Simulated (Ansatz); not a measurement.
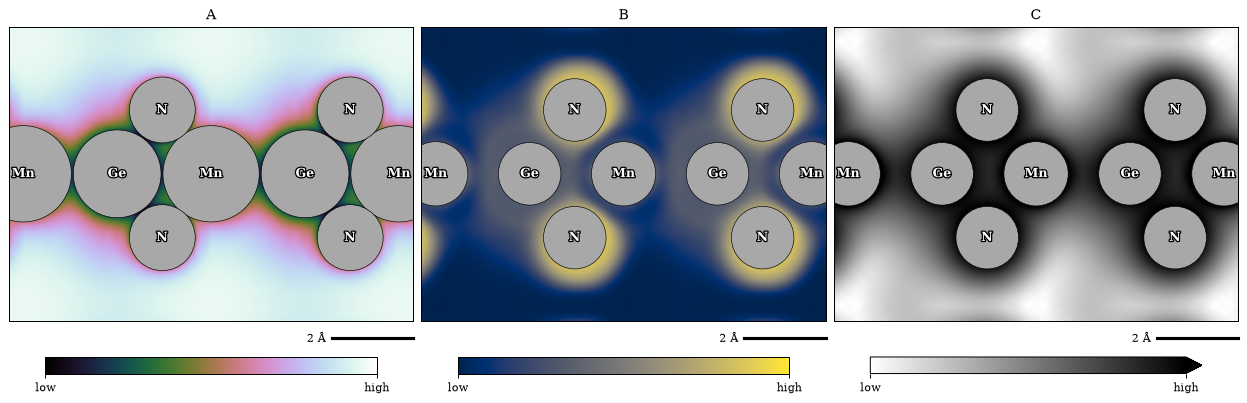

Mn3GeN4: 3 fields on the (101̄) plane of the conventional cell, with unlabelled colour scales. Grey discs cover the atomic cores.

Space group P-43m; started from the VCu3S4_215 prototype, which need not be the ambient phase; the SCF solution may not be the lowest one; the program warned that another magnetic order may lie lower; spin-polarised.

Theory: DFT PBE, scalar-relativistic, plane waves, PAW (Ansatz 0.2.0).

**Which field does each panel show? The fields are: electron localisation function, electrostatic potential energy of an electron and valence pseudo-density.**

Panel A: electrostatic potential energy of an electron (low next to the atoms, rising into the space between them). Panel B: electron localisation function. Panel C: valence pseudo-density.
